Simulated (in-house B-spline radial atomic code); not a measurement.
# In⁸⁺: binding energies from hole states

How much more does a second hole in In⁸⁺ cost because of the first?

Method: Dirac-Hartree-Fock, average of configuration, Fermi nucleus, basis-set limit. Code: in-house B-spline radial atomic code version 1.

**1. The atom as given**

```
element       : indium (Z = 49)
charge        : +8
electrons     : 41
configuration : [Kr] 4d5
Hamiltonian   : Dirac-Coulomb
nucleus       : Fermi, rms radius 4.616 fm
```

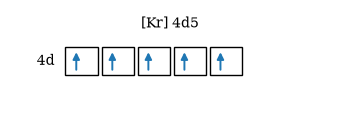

Occupation of the outer shells (arrows by Hund's rule).

The boxes draw the filling by Hund's rule, which heavy ions in jj coupling don't follow; these runs average over all states of the configuration.

Settings, as recorded:

```ini
Z = 49
electrons = 41.0
configuration = [Kr] 4d5
hamiltonian = dirac
method = hf
spin_polarised = False
nucleus = fermi
rms_radius = 4.6156
mass_number = 115
atomic_mass = 114.903878772
speed_of_light = 137.035999084
```

The reference is known from an earlier run: -5861.632628 hartree in all. Up to eight levels, counted from the top:

| orbital | occupation | energy (eV) | <r> (bohr) |
| --- | --- | --- | --- |
| 3p3/2 | 4 | -834.49 | 0.3481 |
| 3d3/2 | 4 | -619.04 | 0.3208 |
| 3d5/2 | 6 | -611.05 | 0.3242 |
| 4s1/2 | 2 | -276.11 | 0.8234 |
| 4p1/2 | 2 | -231.14 | 0.8609 |
| 4p3/2 | 4 | -223.45 | 0.8832 |
| 4d3/2 | 2 | -155.75 | 0.9851 |
| 4d5/2 | 3 | -154.55 | 0.9932 |

Single holes known from earlier runs (ΔSCF): 2s 4414.55 eV, 2p3/2 3898.33 eV, 3p1/2 864.37 eV, 3p3/2 825.23 eV, 3d3/2 608.34 eV, 4p1/2 229.63 eV, 4d 153.96 eV.

**2. The 2s and 3p3/2 holes**

In configurations, a minus sign after the shell means j = l − 1/2 and a plus sign j = l + 1/2; the count of electrons follows.

The settings differ from step 1 so:

```diff
@@ -1,4 +1,4 @@
 Z = 49
-electrons = 41.0
-configuration = [Kr] 4d5
+electrons = 39.0
+configuration = 1s2 2s1 2p6 3s2 3p-2 3p+3 3d10 4s2 4p6 4d5
 hamiltonian = dirac
```

Results of the run (chosen fields of its result record, rounded):

```text
status: converged
iterations: 9
energy [hartree]: {"total": -5666.77374377, "kinetic": 5947.5803529, "nuclear": -13436.8957254, "coulomb": 1957.82015051, "exact_exchange": -135.278521821}
breit [hartree]: {"gaunt": 4.341583, "retardation": -0.447501, "frequency_dependence": -0.03913482}
qed [hartree]: {"self_energy": 2.953949, "uehling": -0.3799126, "wichmann_kroll": 0.007574647}
recoil [hartree]: 0.01831385
total_with_corrections [hartree]: -5660.31887106
orbitals [hartree, bohr; first row names the columns]:
  - ["name", "occ", "eps", "<r>"]
  - ["1s1/2", 2.0, -1047.5181, 0.029704]
  - ["2s1/2", 1.0, -170.62284, 0.12773]
  - ["2p1/2", 2.0, -159.30929, 0.10773]
  - ["2p3/2", 4.0, -151.32414, 0.11304]
  - ["3s1/2", 2.0, -40.518103, 0.33938]
  - ["3p1/2", 2.0, -36.34836, 0.32921]
  - ["3p3/2", 3.0, -34.848073, 0.34167]
  - ["3d3/2", 4.0, -27.16506, 0.3083]
  - ["3d5/2", 6.0, -26.749984, 0.31152]
  - ["4s1/2", 2.0, -12.458039, 0.7847]
  - ["4p1/2", 2.0, -10.775386, 0.81015]
  - ["4p3/2", 4.0, -10.432613, 0.82895]
  - ["4d3/2", 2.0, -7.8407133, 0.89232]
  - ["4d5/2", 3.0, -7.7806592, 0.89967]
sum_r [bohr^k]: {"-1": 274.225, "1": 17.30843, "2": 12.75632}
energy_minus_base [hartree]: 194.858884
energy_minus_base_with_corrections [hartree]: 194.489845
```

It took 0.96 s on 1 thread, shared host.

energy_minus_base is the energy less that of the reference run.

**3. The 4p1/2 and 4p1/2 holes**

The settings differ from step 2 so:

```diff
@@ -2,3 +2,3 @@
 electrons = 39.0
-configuration = 1s2 2s1 2p6 3s2 3p-2 3p+3 3d10 4s2 4p6 4d5
+configuration = 1s2 2s2 2p6 3s2 3p6 3d10 4s2 4p+4 4d5
 hamiltonian = dirac
```

Results of the run:

```text
status: converged
iterations: 9
energy [hartree]: {"total": -5843.80518244, "kinetic": 6141.78702997, "nuclear": -13896.245133, "coulomb": 2059.51901638, "exact_exchange": -148.866095765}
breit [hartree]: {"gaunt": 4.571813, "retardation": -0.4650242, "frequency_dependence": -0.03878254}
qed [hartree]: {"self_energy": 3.110352, "uehling": -0.3987605, "wichmann_kroll": 0.007946683}
recoil [hartree]: 0.01915988
total_with_corrections [hartree]: -5836.99847823
orbitals [hartree, bohr; first row names the columns]:
  - ["name", "occ", "eps", "<r>"]
  - ["1s1/2", 2.0, -1040.4777, 0.029705]
  - ["2s1/2", 2.0, -165.54745, 0.12788]
  - ["2p1/2", 2.0, -154.42238, 0.10855]
  - ["2p3/2", 4.0, -146.67953, 0.11373]
  - ["3s1/2", 2.0, -38.804942, 0.34549]
  - ["3p1/2", 2.0, -34.224871, 0.33778]
  - ["3p3/2", 4.0, -32.841342, 0.34745]
  - ["3d3/2", 4.0, -24.916131, 0.31977]
  - ["3d5/2", 6.0, -24.643751, 0.32327]
  - ["4s1/2", 2.0, -11.844485, 0.80767]
  - ["4p3/2", 4.0, -9.9938804, 0.85916]
  - ["4d3/2", 2.0, -7.3163351, 0.94283]
  - ["4d5/2", 3.0, -7.4299607, 0.94211]
sum_r [bohr^k]: {"-1": 283.5996, "1": 16.72622, "2": 12.33507}
energy_minus_base [hartree]: 17.8274452
energy_minus_base_with_corrections [hartree]: 17.8102377
```

It took 0.89 s on 1 thread, shared host.

**4. The 2p3/2 and 4d holes**

The settings differ from step 3 so:

```diff
@@ -2,3 +2,3 @@
 electrons = 39.0
-configuration = 1s2 2s2 2p6 3s2 3p6 3d10 4s2 4p+4 4d5
+configuration = 1s2 2s2 2p-2 2p+3 3s2 3p6 3d10 4s2 4p6 4d4
 hamiltonian = dirac
```

Results of the run:

```text
status: converged
iterations: 9
energy [hartree]: {"total": -5711.66690914, "kinetic": 6011.42926707, "nuclear": -13568.1433103, "coulomb": 1984.93234268, "exact_exchange": -139.885208589}
breit [hartree]: {"gaunt": 4.317382, "retardation": -0.4248523, "frequency_dependence": -0.03129383}
qed [hartree]: {"self_energy": 3.106837, "uehling": -0.3998244, "wichmann_kroll": 0.007966988}
recoil [hartree]: 0.01935474
total_with_corrections [hartree]: -5705.07133931
orbitals [hartree, bohr; first row names the columns]:
  - ["name", "occ", "eps", "<r>"]
  - ["1s1/2", 2.0, -1046.8704, 0.029686]
  - ["2s1/2", 2.0, -168.95393, 0.12719]
  - ["2p1/2", 2.0, -158.82611, 0.10764]
  - ["2p3/2", 3.0, -150.99937, 0.11359]
  - ["3s1/2", 2.0, -39.971109, 0.34076]
  - ["3p1/2", 2.0, -35.574521, 0.33083]
  - ["3p3/2", 4.0, -33.995174, 0.34087]
  - ["3d3/2", 4.0, -26.284112, 0.31086]
  - ["3d5/2", 6.0, -25.901045, 0.31481]
  - ["4s1/2", 2.0, -12.216128, 0.79384]
  - ["4p1/2", 2.0, -10.519449, 0.8221]
  - ["4p3/2", 4.0, -10.194761, 0.84309]
  - ["4d3/2", 1.6, -7.6516686, 0.91158]
  - ["4d5/2", 2.4, -7.5888432, 0.91973]
sum_r [bohr^k]: {"-1": 276.9036, "1": 16.97879, "2": 12.33461}
energy_minus_base [hartree]: 149.965718
energy_minus_base_with_corrections [hartree]: 149.737377
```

Wall time 0.97 s (1 thread, shared host).

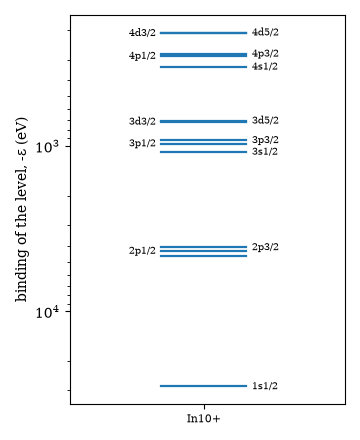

Orbital energies of this run on a logarithmic scale.

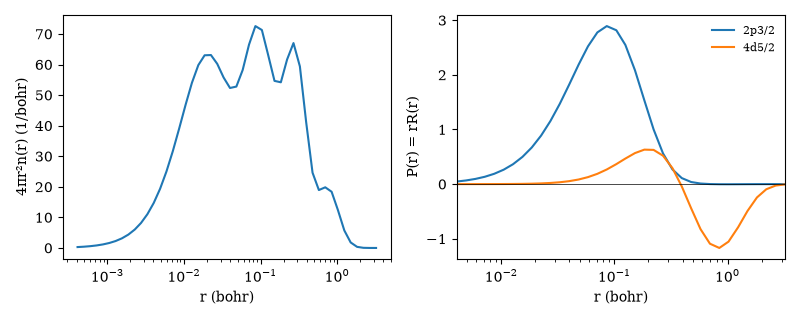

Radial density (left) and the radial functions of 2p3/2, 4d5/2 (right).

On the record's full grid the radial density has clear maxima near r = 0.022, 0.086, 0.27, 0.70 bohr.

X-ray form factor of the spherical density:

| sinθ/λ (1/Å) | f (electrons) |
| --- | --- |
| 0 | 39.000 |
| 0.1 | 38.112 |
| 0.2 | 35.680 |
| 0.3 | 32.291 |
| 0.4 | 28.625 |
| 0.6 | 22.327 |
| 0.8 | 18.171 |
| 1 | 15.344 |
| 1.4 | 10.922 |
| 1.8 | 7.679 |
| 2.5 | 5.115 |
| 4 | 3.299 |
| 6 | 1.757 |

**5. The 3d3/2 and 4p1/2 holes**

The settings differ from step 4 so:

```diff
@@ -2,3 +2,3 @@
 electrons = 39.0
-configuration = 1s2 2s2 2p-2 2p+3 3s2 3p6 3d10 4s2 4p6 4d4
+configuration = 1s2 2s2 2p6 3s2 3p6 3d-3 3d+6 4s2 4p-1 4p+4 4d5
 hamiltonian = dirac
```

Results of the run:

```text
status: converged
iterations: 9
energy [hartree]: {"total": -5829.75080132, "kinetic": 6128.52323118, "nuclear": -13839.2176305, "coulomb": 2026.5142594, "exact_exchange": -145.570661427}
breit [hartree]: {"gaunt": 4.56568, "retardation": -0.4652341, "frequency_dependence": -0.03893765}
qed [hartree]: {"self_energy": 3.112763, "uehling": -0.398975, "wichmann_kroll": 0.007951054}
recoil [hartree]: 0.01917441
total_with_corrections [hartree]: -5822.94838008
orbitals [hartree, bohr; first row names the columns]:
  - ["name", "occ", "eps", "<r>"]
  - ["1s1/2", 2.0, -1041.7086, 0.029706]
  - ["2s1/2", 2.0, -166.85222, 0.12783]
  - ["2p1/2", 2.0, -155.68044, 0.10843]
  - ["2p3/2", 4.0, -148.00971, 0.1137]
  - ["3s1/2", 2.0, -39.609835, 0.34338]
  - ["3p1/2", 2.0, -34.942674, 0.33528]
  - ["3p3/2", 4.0, -33.663952, 0.34468]
  - ["3d3/2", 3.0, -25.846443, 0.31435]
  - ["3d5/2", 6.0, -25.585817, 0.31908]
  - ["4s1/2", 2.0, -12.139858, 0.79701]
  - ["4p1/2", 1.0, -10.557404, 0.82548]
  - ["4p3/2", 4.0, -10.198654, 0.84626]
  - ["4d3/2", 2.0, -7.5353532, 0.92372]
  - ["4d5/2", 3.0, -7.5894833, 0.92265]
sum_r [bohr^k]: {"-1": 282.4357, "1": 17.00021, "2": 12.58947}
energy_minus_base [hartree]: 31.8818263
energy_minus_base_with_corrections [hartree]: 31.8603358
```

Wall time 0.95 s (1 thread, shared host).

**6. The 4p1/2 and 4d holes**

The settings differ from step 5 so:

```diff
@@ -2,3 +2,3 @@
 electrons = 39.0
-configuration = 1s2 2s2 2p6 3s2 3p6 3d-3 3d+6 4s2 4p-1 4p+4 4d5
+configuration = 1s2 2s2 2p6 3s2 3p6 3d10 4s2 4p-1 4p+4 4d4
 hamiltonian = dirac
```

Results of the run:

```text
status: converged
iterations: 9
energy [hartree]: {"total": -5846.70204334, "kinetic": 6145.42522753, "nuclear": -13905.7836014, "coulomb": 2062.43394513, "exact_exchange": -148.777614565}
breit [hartree]: {"gaunt": 4.581576, "retardation": -0.4661412, "frequency_dependence": -0.03874175}
qed [hartree]: {"self_energy": 3.110265, "uehling": -0.3987683, "wichmann_kroll": 0.007946927}
recoil [hartree]: 0.01916135
total_with_corrections [hartree]: -5839.88674476
orbitals [hartree, bohr; first row names the columns]:
  - ["name", "occ", "eps", "<r>"]
  - ["1s1/2", 2.0, -1040.3071, 0.029706]
  - ["2s1/2", 2.0, -165.44611, 0.12789]
  - ["2p1/2", 2.0, -154.33151, 0.10854]
  - ["2p3/2", 4.0, -146.56724, 0.11374]
  - ["3s1/2", 2.0, -38.719388, 0.34553]
  - ["3p1/2", 2.0, -34.169439, 0.33759]
  - ["3p3/2", 4.0, -32.748824, 0.34751]
  - ["3d3/2", 4.0, -24.828289, 0.31994]
  - ["3d5/2", 6.0, -24.544648, 0.3234]
  - ["4s1/2", 2.0, -11.860266, 0.80846]
  - ["4p1/2", 1.0, -10.290637, 0.83903]
  - ["4p3/2", 4.0, -9.9351117, 0.8608]
  - ["4d3/2", 1.6, -7.3559038, 0.94225]
  - ["4d5/2", 2.4, -7.3884048, 0.94542]
sum_r [bohr^k]: {"-1": 283.7942, "1": 16.63949, "2": 12.14594}
energy_minus_base [hartree]: 14.9305843
energy_minus_base_with_corrections [hartree]: 14.9219712
```

Wall time 0.94 s (1 thread, shared host).

**7. The 2s and 3p1/2 holes**

The settings differ from step 6 so:

```diff
@@ -2,3 +2,3 @@
 electrons = 39.0
-configuration = 1s2 2s2 2p6 3s2 3p6 3d10 4s2 4p-1 4p+4 4d4
+configuration = 1s2 2s1 2p6 3s2 3p-1 3p+4 3d10 4s2 4p6 4d5
 hamiltonian = dirac
```

Results of the run:

```text
status: converged
iterations: 9
energy [hartree]: {"total": -5665.27362908, "kinetic": 5942.80991565, "nuclear": -13429.4824209, "coulomb": 1956.53527941, "exact_exchange": -135.136403212}
breit [hartree]: {"gaunt": 4.321021, "retardation": -0.447621, "frequency_dependence": -0.04071609}
qed [hartree]: {"self_energy": 2.956649, "uehling": -0.3797985, "wichmann_kroll": 0.007572163}
recoil [hartree]: 0.01832528
total_with_corrections [hartree]: -5658.83819676
orbitals [hartree, bohr; first row names the columns]:
  - ["name", "occ", "eps", "<r>"]
  - ["1s1/2", 2.0, -1047.6392, 0.029703]
  - ["2s1/2", 1.0, -170.68543, 0.12772]
  - ["2p1/2", 2.0, -159.23737, 0.10788]
  - ["2p3/2", 4.0, -151.4563, 0.11289]
  - ["3s1/2", 2.0, -40.543228, 0.33933]
  - ["3p1/2", 1.0, -36.50512, 0.33128]
  - ["3p3/2", 4.0, -34.834314, 0.33923]
  - ["3d3/2", 4.0, -27.028221, 0.3081]
  - ["3d5/2", 6.0, -26.887194, 0.3114]
  - ["4s1/2", 2.0, -12.461, 0.78449]
  - ["4p1/2", 2.0, -10.740524, 0.8101]
  - ["4p3/2", 4.0, -10.45166, 0.82986]
  - ["4d3/2", 2.0, -7.8373837, 0.89261]
  - ["4d5/2", 3.0, -7.787204, 0.89885]
sum_r [bohr^k]: {"-1": 274.0737, "1": 17.31249, "2": 12.75485}
energy_minus_base [hartree]: 196.358999
energy_minus_base_with_corrections [hartree]: 195.970519
```

Run time: 0.97 s. Hardware: 1 thread, shared host.

**8. What the holes cost**

| two holes | ΔSCF (eV) | less the two single holes (eV) |
| --- | --- | --- |
| 2s and 3p3/2 | 5302.38 | 62.60 |
| 4p1/2 and 4p1/2 | 485.11 | 25.84 |
| 2p3/2 and 4d | 4080.78 | 28.49 |
| 3d3/2 and 4p1/2 | 867.55 | 29.58 |
| 4p1/2 and 4d | 406.28 | 22.68 |
| 2s and 3p1/2 | 5343.20 | 64.28 |

Two holes cost more than the sum of each, because the second electron leaves a more charged ion. The excess runs from 22.7 eV (4p1/2 and 4d) to 64.3 eV (2s and 3p1/2); it tends to be largest where both holes are compact. Two partly filled shells share a symmetry and can mix in the average, which may lower the energy, in these hole states: 3d3/2 and 4p1/2; 3d3/2. Values are for the free ion, measured from the vacuum level.
